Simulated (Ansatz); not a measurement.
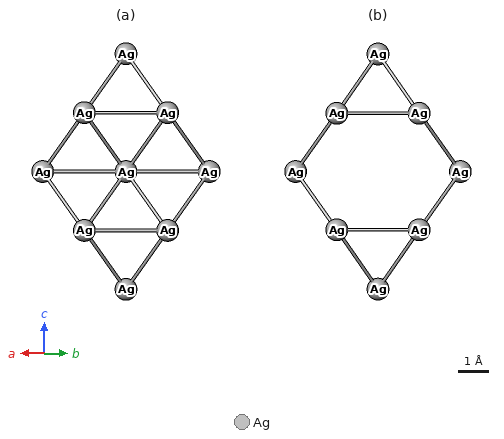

Left: perfect Ag. Right: the same region with one point defect, after relaxing the atoms in a supercell of 27 sites. The picture is a ball-and-stick view of the atoms within 4.6 Å of one point, in a slice 4.2 Å thick across the line of sight, seen along [110].

Theory: Ansatz 0.2.0, DFT PBEsol, scalar-relativistic, plane waves, PAW. Set-up: plane-wave cutoff 420 eV; k-point mesh 4 × 4 × 4; occupations gaussian; smearing width 0.1 eV; no spin polarisation. The cell is small and the k-mesh coarse, so the numbers are rough. The axes drawn are those of the host's conventional cell.

Q: Which defect is it?

A: A silver atom is taken out (a vacancy).

The charge state of the cell is 0.

Q: What does the relaxation do around it?

A: Around the empty Ag site the host had 12 Ag at 2.87 Å; after relaxation the nearest atoms are 12 Ag at 2.83 Å. Of the host's atoms, a silver atom moves furthest from its site, by 0.03 Å. Relaxing the atoms from the host's sites lowers the energy by 0.05 eV. At a tolerance of 0.02 Å the relaxed supercell has space group Fm-3m.
